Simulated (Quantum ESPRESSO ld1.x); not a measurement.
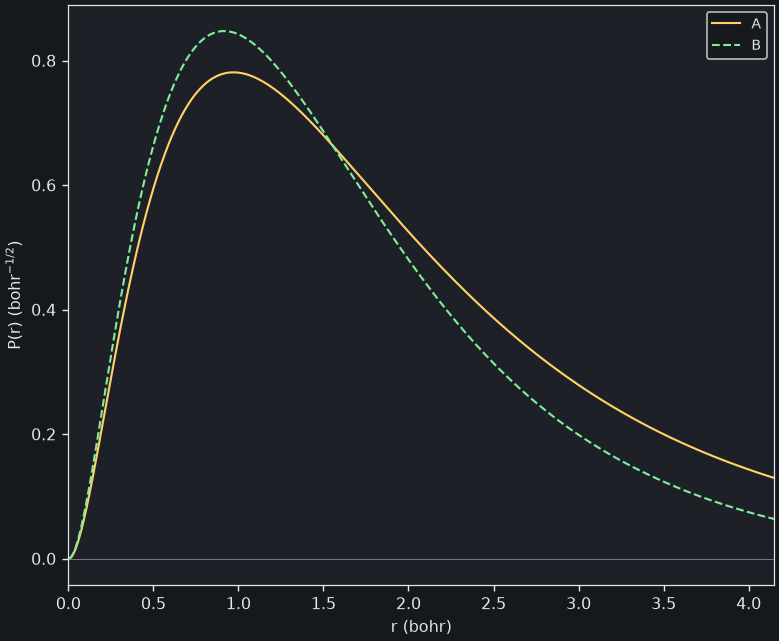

Two charge states of nitrogen were computed: N in [He] 2s2 2p3 (open shells shared over both j by 2j + 1); N⁺ in [He] 2s2 2p2 (open shells shared over both j by 2j + 1). Theory: Dirac Kohn-Sham, PW91, spin-unpolarised, spherical densities, point nucleus (computed with Quantum ESPRESSO ld1.x 7.5). The speed of light is set to 205.554 atomic units.

The plot shows P(r) = r R(r) of the 2p1/2 orbital in both runs (large components where relativistic).

Which curve belongs to which run?

A is N in [He] 2s2 2p3 (open shells shared over both j by 2j + 1) (⟨r⟩ = 1.48 bohr, eigenvalue −7.17 eV); B is N⁺ in [He] 2s2 2p2 (open shells shared over both j by 2j + 1) (⟨r⟩ = 1.27 bohr, eigenvalue −20.8 eV). Fewer electrons screen less, so the orbital shrinks.
